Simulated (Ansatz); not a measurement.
# Phonon calculation, with input and output: CH₅ClMg

The run: phonon calculation of CH₅ClMg. Method and program: RKS PBE0-D4/def2-SVP (Ansatz 0.2.0).

It belongs to a series of runs on one base structure; here: vibrations at the highest image of the band.

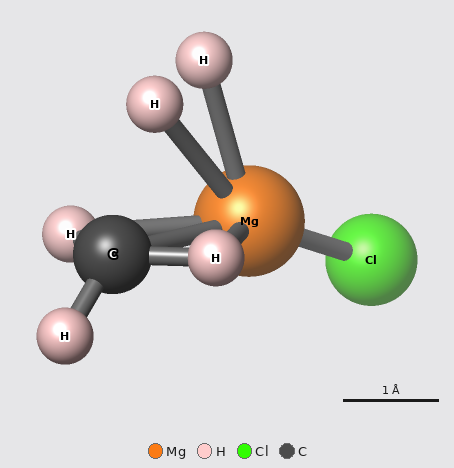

Figure 1. The structure (ball-and-stick view, seen at a tilt). Sticks mark near contacts. Bond lengths as drawn: Cl–Mg 2.21 Å, C–H 1.10 Å, C–Mg 2.31 Å and H–Mg 2.00 to 2.21 Å.

**Results in brief**

| quantity | value |
| --- | --- |
| outcome | converged |
| total energy | −19069.6891 eV |
| mean-field energy | −19069.5924 eV |
| largest force (length of the vector) | 0.037 eV/Å |
| hardware | 2 threads of Arm Neoverse V2, 24 GiB of memory available, shared host |
| wall time | 38 s (CPU time 72 s) |
| peak memory | 0.13 GiB |

**Input**
```yaml
crystal:
  periodic: [false, false, false]
  atoms:
    - { symbol: Mg, position_ang: [-0.917056, -0.008727, -0.756784] }
    - { symbol: H, position_ang: [0.007399, -1.655684, -0.084346] }
    - { symbol: Cl, position_ang: [-2.613667, 0.287855, -2.139778] }
    - { symbol: H, position_ang: [0.570158, -1.149788, 0.409691] }
    - { symbol: C, position_ang: [0.816525, 0.465129, 0.698568] }
    - { symbol: H, position_ang: [1.277845, 1.365121, 1.12691] }
    - { symbol: H, position_ang: [-0.190629, 0.307938, 1.124437] }
    - { symbol: H, position_ang: [1.049427, 0.388057, -0.378599] }
basis:
  gaussian: { orbitals: def2-SVP }
hamiltonian:
  xc: pbe0
  dispersion: d4
phonons: {}
```

Launched with:
```bash
ansatz run input.yaml --threads 2 --pin off --max-ram 3072MiB --backend cpu --events-out ev --progress --plain --runs-dir out
```

**Output**
```
Engine: ansatz 0.2.0, aarch64-unknown-linux-gnu
Functional definition: PBE0
  parameter a = 0.25
  parameter kappa = 0.804
  parameter beta = 0.06672455060314922
  exchange = (1 - a)*pbe_x(kappa = kappa, mu = beta*pi^2/3) + a*exact_x
  correlation = pbe_c(beta = beta)
754 factors; integrals over basis functions are off by at most 3.6e-4 eV
mean field evaluation 1: about -19063.3305 eV, gradient 4.7e1 eV
mean field evaluation 2: about -19050.8513 eV, gradient 7.2e1 eV
mean field evaluation 4: about -19069.5043 eV, gradient 4.0e0 eV
mean field evaluation 8: about -19069.5922 eV, gradient 1.8e-1 eV
mean field evaluation 16: about -19069.5923 eV, gradient 1.9e-5 eV
mean field -19069.59233087 eV, -700.7945923254 hartree, gradient 1.9e-5 eV, S^2 0.000000; 0 other end points of the search recorded, 0 dependent functions left out
the calculation of the forces begins
reference -19069.59236546 eV, -700.7945935968 hartree; 20, 20 occupied and 55, 55 virtual orbitals, 754 factors
these checks for a lower state are left out or cut short: stability, starts, cluster_reference, orbital_swaps, neighbouring_geometries, increment
754 factors; integrals over basis functions are off by at most 3.6e-4 eV
mean field -19069.59235544 eV, -700.7945932286 hartree, gradient 2.7e-6 eV, S^2 0.000000; 0 other end points of the search recorded, 0 dependent functions left out
[... from here on the field's lines of each further geometry are left out, up to the last ...]
the calculation of the forces begins
reference -19069.59221866 eV, -700.7945882021 hartree; 20, 20 occupied and 55, 55 virtual orbitals, 754 factors
these checks for a lower state are left out or cut short: stability, starts, cluster_reference, orbital_swaps, neighbouring_geometries, increment
754 factors; integrals over basis functions are off by at most 3.7e-4 eV
mean field -19069.59228646 eV, -700.7945906935 hartree, gradient 1.5e-6 eV, S^2 0.000000; 0 other end points of the search recorded, 0 dependent functions left out
the calculation of the forces begins
reference -19069.59232106 eV, -700.7945919650 hartree; 20, 20 occupied and 55, 55 virtual orbitals, 754 factors
WARN: phonons: modes at or below zero, which the zero-point energy, F, S and C_V leave out: 1, the lowest at -890.19 cm⁻¹. A minimum has none, and a first-order saddle one
Total energy: -19069.68913664 eV, -700.7981498720 hartree
Atom 0 at    -0.917056    -0.008727    -0.756784 Å, force    -0.005368     0.004264    -0.005295 eV/Å
Atom 1 at     0.007399    -1.655684    -0.084346 Å, force    -0.020386    -0.022249    -0.012884 eV/Å
Atom 2 at    -2.613667     0.287855    -2.139778 Å, force     0.007709    -0.006082     0.006202 eV/Å
Atom 3 at     0.570158    -1.149788     0.409691 Å, force     0.003876     0.023415    -0.002074 eV/Å
Atom 4 at     0.816525     0.465129     0.698568 Å, force     0.029169     0.000146     0.022309 eV/Å
Atom 5 at     1.277845     1.365121     1.126910 Å, force    -0.004128     0.013021    -0.000721 eV/Å
Atom 6 at    -0.190629     0.307938     1.124437 Å, force    -0.023146    -0.006720     0.016795 eV/Å
Atom 7 at     1.049427     0.388057    -0.378599 Å, force     0.012275    -0.005795    -0.024332 eV/Å
Dipole moment:     0.329927     0.007619     0.272633 e Å
Vibrations: -890.19 99.64 113.77 261.27 497.55 551.31 641.14 644.21 704.35 903.80 1220.25 1424.63 1473.03 1503.31 2327.80 2965.91 3168.61 3188.83 cm⁻¹, zero-point energy 1.344572 eV
```

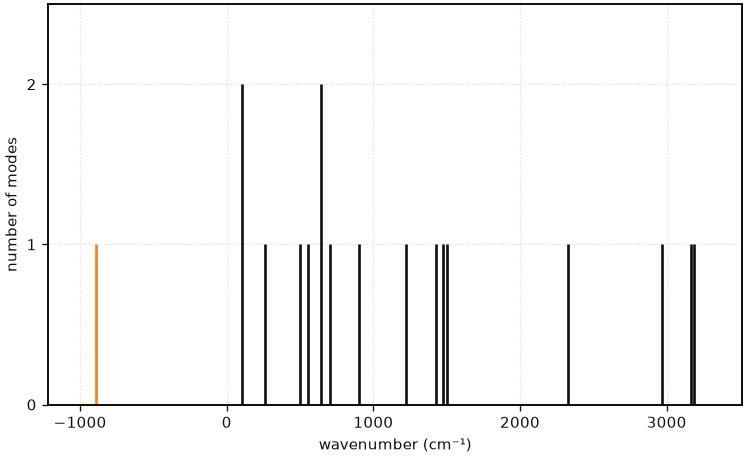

Figure 2. Harmonic vibrational wavenumbers from the force constants; neighbouring modes closer than 19 cm⁻¹ are counted in one stick, and imaginary ones are drawn at negative wavenumbers. 18 modes from 890i to 3189 cm⁻¹, 1 imaginary beyond 8i (890i cm⁻¹): a first-order saddle point, if the geometry is stationary.
